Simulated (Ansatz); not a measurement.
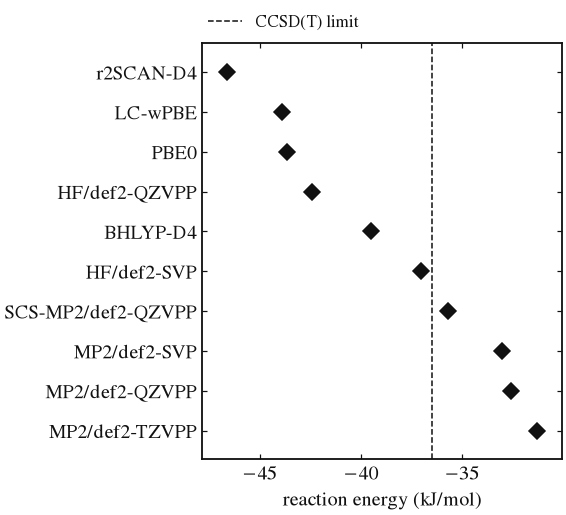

Electronic reaction energy of ZrH₄S₃O ([OH][Zr]([SH])([SH])[SH]) + HF (F) → ZrH₃S₃F ([F][Zr]([SH])([SH])[SH]) + H₂O (O) (SMILES in brackets) at several levels (functionals in def2-TZVPP unless a basis is named), isolated molecules at PBE0-D4 triple-zeta geometries, minima by their frequencies, no zero-point or thermal terms, the Ansatz code 0.2.0. The line is frozen-core CCSD(T) at the basis limit (MP2 extrapolated from triple and quadruple zeta, plus CCSD(T) less MP2 in a smaller set). No dispersion term is added to LC-wPBE and PBE0. The distance of HF/def2-SVP, SCS-MP2/def2-QZVPP, MP2/def2-SVP, MP2/def2-QZVPP and MP2/def2-TZVPP to the limit includes basis error. Core potentials past Kr.

Q: What do zero-point energy and temperature add?

A: Zero-point change 4.6 kJ/mol; at 298.15 K and 1 bar the CCSD(T) limit plus thermal terms gives an enthalpy of reaction of −33.3 and a free energy of −29.7 kJ/mol (harmonic PBE0-D4 modes, ideal gas).

Q: Give the values.

A:
| level | kJ/mol | less CCSD(T) limit |
| --- | --- | --- |
| r2SCAN-D4 | −46.6 | −10.2 |
| LC-wPBE | −43.9 | −7.4 |
| PBE0 | −43.7 | −7.2 |
| HF/def2-QZVPP | −42.4 | −6.0 |
| BHLYP-D4 | −39.5 | −3.0 |
| HF/def2-SVP | −37.0 | −0.6 |
| SCS-MP2/def2-QZVPP | −35.7 | 0.8 |
| MP2/def2-SVP | −33.1 | 3.4 |
| MP2/def2-QZVPP | −32.6 | 3.9 |
| MP2/def2-TZVPP | −31.3 | 5.2 |
| CCSD(T) limit | −36.5 | 0.0 |

Known limits of this run: outer-core shells are correlated without core-valence functions, which makes the correlated values less sure.
